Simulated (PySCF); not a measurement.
# EOM-CCSD calculation of Al₂H₄Cl₂

- system: Al₂H₄Cl₂, SMILES [AlH2-]1[Cl+][AlH2-][Cl+]1
- method: EOM-CCSD/aug-cc-pVDZ, vertical, frozen core, gas phase (PySCF 2.14.0)

The geometry comes from this level: PBE0-D3(BJ)/def2-SVP.

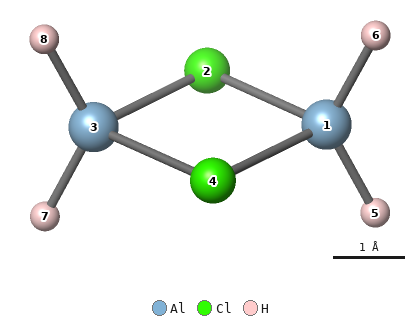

Figure 1. The structure as given in the input (ball-and-stick view, seen at a tilt; atoms are numbered from 1 in the order of the input). Sticks mark near contacts. Bond lengths as drawn: Al–Cl 2.32 Å and Al–H 1.58 Å.

### Input file
```
{"job": {"kind": "eom", "basis": "aug-cc-pVDZ", "nee": 0}, "charge": 0, "multiplicity": 1}
Al     1.635050     0.200410     0.063037
Cl    -0.001832     0.562221    -1.543821
Al    -1.620886    -0.205253    -0.076232
Cl     0.014624    -0.558930     1.533711
H      2.500633    -1.035247    -0.394162
H      2.137144     1.605349     0.571468
H     -2.115021    -1.612675    -0.585946
H     -2.494218     1.025423     0.379582
```

The first line tells a small driver script what to run in PySCF; the rest is the geometry in Å.

Command:
```bash
OMP_NUM_THREADS=1 python <driver script> task.json out
```

### Output
```
E(HF) = -1405.3277101476
E(MP2) = -1405.7728326388
E(CCSD) = -1405.8276592344
T1 diagnostic = 0.0086

EOM-IP-CCSD (eV)   Koopmans (eV)
  10.8859      11.5349
  11.5371      12.1435
  12.0454      12.8011
  12.5717      13.6015
  12.7489      13.7063
  13.0932      13.8720
  13.5881      14.5879
  14.0298      15.0333
```

### Results in brief

| quantity | value |
| --- | --- |
| outcome | converged |
| Hartree–Fock energy | −1405.327710 hartree |
| MP2 energy | −1405.772833 hartree |
| CCSD energy | −1405.827659 hartree |
| T1 diagnostic | 0.009 |
| hardware | 1 CPU thread, shared host |
| wall time | 2 min |
| peak memory | 2.5 GiB |

### Remarks

The electronic state found may not be the lowest one.
